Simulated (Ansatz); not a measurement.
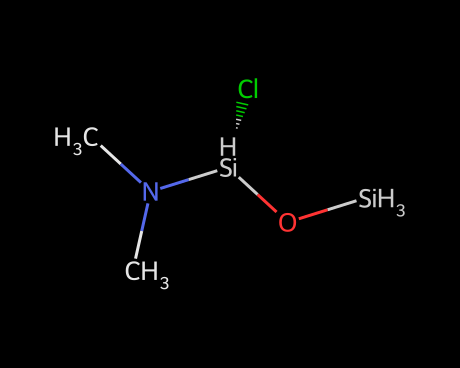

(Drawn from a calculation with Ansatz.)

Skeletal drawing of a molecule.

Q: Write the SMILES.

A: CN(C)[Si@H](Cl)O[SiH3]

Q: Give the formula, hydrogens included.

A: C2H10ClNOSi2.

Q: An optimisation with PBE-D4/def2-SVP gave a structure of which point group?

A: C1.
